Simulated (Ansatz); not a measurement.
A series of calculations on CH$_{8}$SSi

Part 1: Relaxation

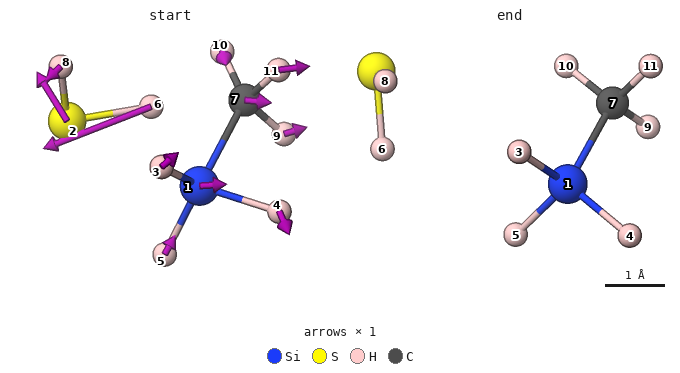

The structure of CH8SSi (started from a transition state, displaced along its imaginary mode) before (left) and after (right) a relaxation, at one scale. The purple arrows give the displacements, at their true length.

A ball-and-stick model, seen from a free direction.

Computed with RKS PBE0-D4/def2-TZVP in Ansatz 0.2.0. Set-up: force threshold 0.005 eV/Å; at most 200 steps.

Question: Summarise the run.

Answer: The largest move after the best rigid fit is that of H6, 2.01 Å. Largest moves by element: H 2.01 Å, S 1.03 Å, C 0.49 Å, Si 0.48 Å. Near-neighbour distances that change, for instance: H6–C7 1.593 → 4.007 Å, Si1–H6 1.918 → 3.529 Å, Si1–S2 2.671 → 3.973 Å, S2–H6 1.454 → 1.342 Å. Bond angles that change, for instance: Si1–C7–H10 136.8° → 110.1°, H4–Si1–C7 89.8° → 111.1°, Si1–C7–H11 99.0° → 110.8°. Over 23 accepted moves (28 points after the start) the energy falls by 37.4 kcal/mol. The largest force component goes from 1.3 to 0.0023 eV/Å. The line search rejected the trial steps at points 10, 15, 16, 20, 22 of the run. The forces were under the threshold at step 23, but the run went on from there. Cost: 78 s on 4 threads of Arm Neoverse N1, on a shared host.

Part 2: Relaxation

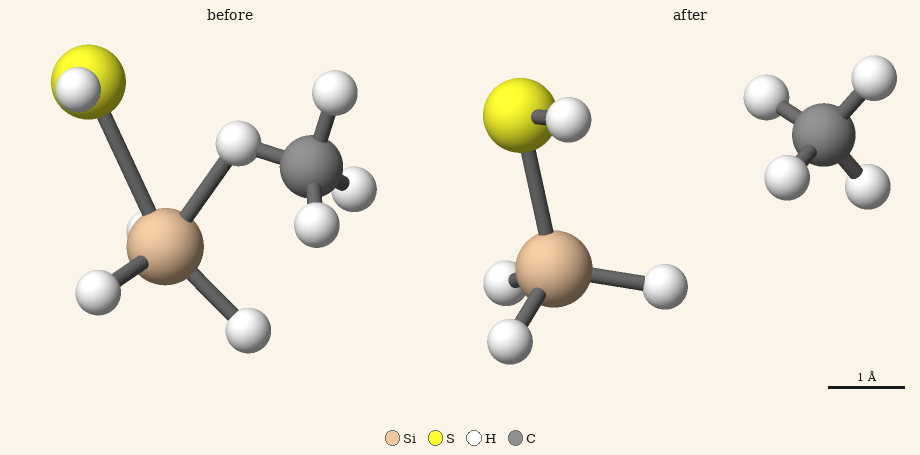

The structure of CH8SSi (started from a transition state, displaced along its imaginary mode) before (left) and after (right) a relaxation, at one scale.

The picture is a ball-and-stick view, seen at a tilt.

Level of theory: RKS PBE0-D4/def2-TZVP (Ansatz).

Input file:
```yaml
crystal:
  periodic: [false, false, false]
  atoms:
    - {symbol: Si, position_ang: [-0.029765, -0.047750, -1.126917]}
    - {symbol: S, position_ang: [1.355601, -1.745880, -0.109284]}
    - {symbol: H, position_ang: [1.157404, 0.639222, -1.661034]}
    - {symbol: H, position_ang: [-1.053431, 1.118986, -1.244898]}
    - {symbol: H, position_ang: [-0.838146, -1.134073, -1.708299]}
    - {symbol: H, position_ang: [-0.019797, -0.269492, 0.626813]}
    - {symbol: C, position_ang: [-0.607835, 0.444749, 1.080374]}
    - {symbol: H, position_ang: [2.355221, -0.921157, 0.289497]}
    - {symbol: H, position_ang: [-1.674671, 0.331332, 0.849823]}
    - {symbol: H, position_ang: [-0.371670, 0.104387, 2.084114]}
    - {symbol: H, position_ang: [-0.272810, 1.479776, 0.919810]}
basis:
  gaussian: {orbitals: def2-TZVP}
hamiltonian: {xc: pbe0, dispersion: d4}
relax: {f_tol: 0.005, max_steps: 200}
```

Run as
```bash
ansatz run in.yaml --threads 4 --pin off --events-out ev --progress --plain --max-ram 9574MiB
```

Question: Summarise the run.

Answer: The largest move after the best rigid fit is that of H5, 1.53 Å. Largest moves by element: H 1.53 Å, Si 1.04 Å, C 0.88 Å, S 0.59 Å. Near-neighbour distances that change, for instance: Si1–H6 1.768 → 3.700 Å, Si1–C7 2.334 → 4.236 Å, Si1–S2 2.416 → 2.138 Å, Si1–H4 1.557 → 1.484 Å. Bonds break, among them: Si1–H6 (1.77 → 3.70 Å). Bond angles that change, for instance: S2–Si1–H4 159.3° → 111.6°, S2–Si1–H3 91.1° → 111.5°, H3–Si1–H5 130.0° → 109.9°. Over 33 accepted moves (37 points after the start) the energy falls by 257.2 kJ/mol. Largest force component: 2.8 eV/Å at the start, 0.0019 eV/Å at the end. The line search rejected the trial steps at points 26, 29, 35, 36 of the run. The forces were under the threshold at step 12, but the run went on from there. The run took 99 s on 4 threads of Arm Neoverse N1, with other jobs on the host.

Part 3: Reaction

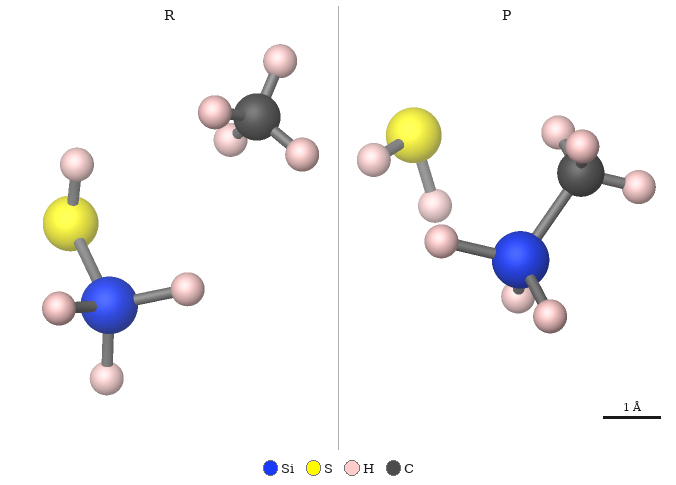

Reactant (R) and product (P) of one elementary step of CH8SSi. A ball-and-stick model, seen at a tilt.

Stationary points at PBE0-D4/def2-TZVP, single-point energies with CCSD(T)/CBS (def2-TZVPP where no basis is named; Ansatz 0.2.0). The energies are electronic, without zero-point or thermal terms, and both ends are the minima reached downhill from the saddle, with any fragments still in contact. CCSD(T)/CBS stands for a frozen-core estimate: MP2 correlation extrapolated from def2-TZVPP and def2-QZVPP, CCSD(T) minus MP2 from the smaller set.

**Predict the saddle point between them and the barrier.**

Counted by bonded pieces, R holds CH₄ + SiH₄S and P holds CH₆Si + H₂S. From R over the saddle to P, bonds form: C–Si (4.24 → 2.15 → 1.87 Å), H–S (3.27 → 1.80 → 1.34 Å). Bonds break: S–Si (2.14 → 2.54 → 3.97 Å), C–H (1.09 → 1.30 → 4.01 Å). The saddle has one imaginary mode, 991i cm⁻¹. With CCSD(T)/CBS the barrier is 70.9 kcal/mol from R and 56.9 kcal/mol from P, and P lies 13.9 kcal/mol above R.

The saddle point in the same view, with dashed sticks for the bonds that form or break:

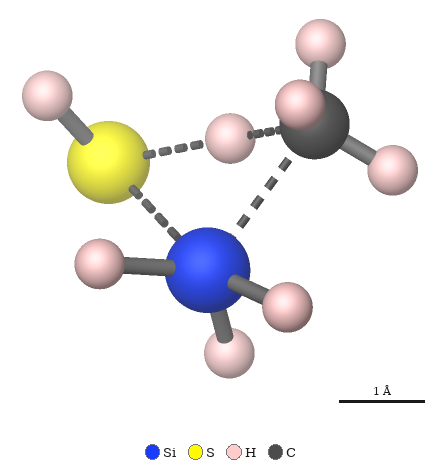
